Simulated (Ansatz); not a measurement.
# AlGeH₅O···HF: what the fields show

```xyz
10

Ge   -0.1333   -0.2287   -0.4384
F    -0.6592    0.9895    2.2624
H     0.9190   -0.9184    0.4566
H     0.1426    1.2738   -0.6617
H    -0.3007   -0.9784   -1.7905
O    -1.7445   -0.3612    0.4134
Al   -3.2712   -1.1284    0.1116
H    -3.4412   -1.9690   -1.2354
H    -4.3781   -0.9103    1.2326
H    -1.2719    0.4928    1.7116
```

Computed with RKS PBE-D4/def2-SVP in Ansatz 0.2.0.

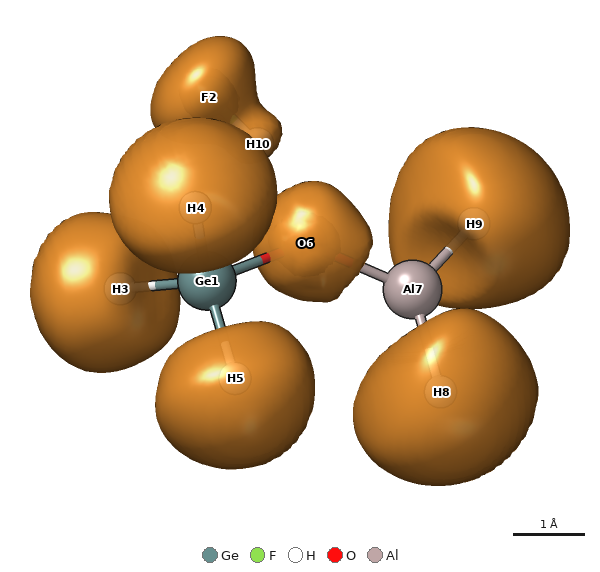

Figure 1. Isosurface of the ELF at 0.75 (orange), seen at a tilt. Core shells and regions of very low density are left out.

> What do the ELF domains correspond to?

The ELF exceeds this value in five regions around hydrogen nuclei, one region wrapped around O (its valence shell) and one joined region spread over several atoms (F, H), in which their bonds and any lone pairs are merged.


O6···H10 (1.62 Å): the ELF dips to about 0.20 between them (by its geometry a hydrogen bond between the two molecules, with no shared pair). Al–O (1.74 Å): the ELF peaks at about 0.85 in the valence shell of O, 0.6 Å from its nucleus, and is about 0.40 at the midpoint.

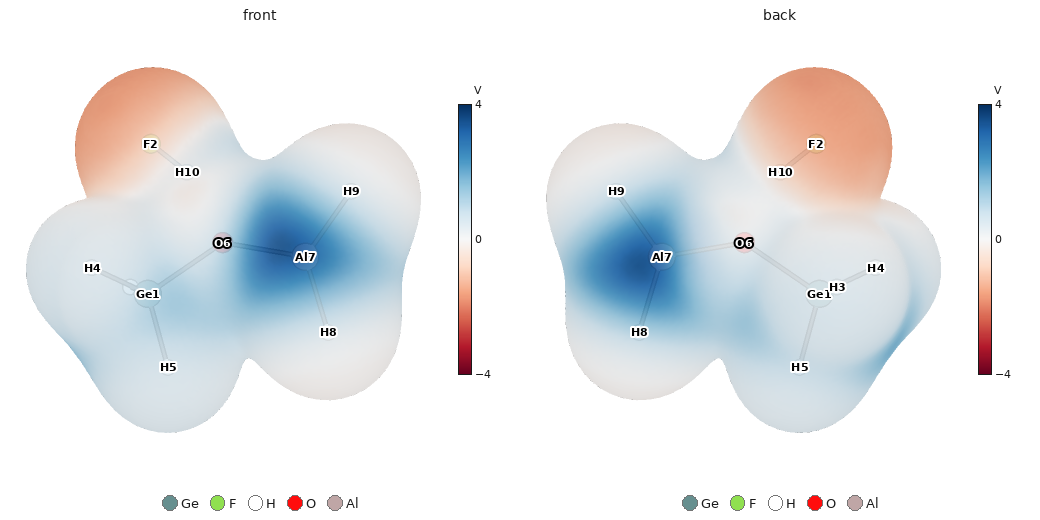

Figure 2. The molecular electrostatic potential painted on the density surface at 0.002 e/bohr³, seen from the front and from behind; the colour scale runs from red (negative) to blue (positive).

> Where is the surface potential most negative and most positive?

The most negative region (about −1.7 V, or −39 kcal/mol for a unit charge) lies over F2, the most positive (about +3.4 V, or +78 kcal/mol for a unit charge) over Al7.

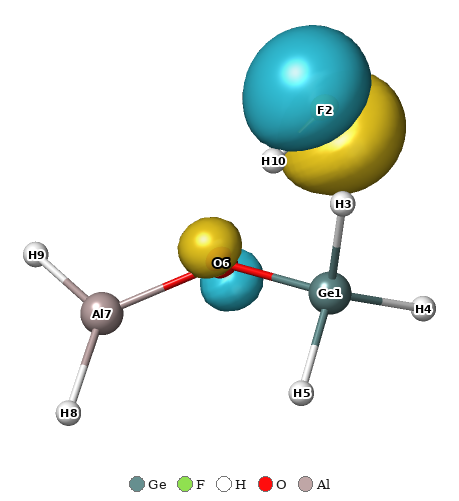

Figure 3. The HOMO−1 at ±0.15 Å⁻³ᐟ² (yellow and cyan are the two phases), seen at an oblique angle.

> Describe this orbital and give its energy.

By Hirshfeld shares it lies mainly on F2 (about 90 %); largely a lone pair of F2. Its energy is −7.49 eV.
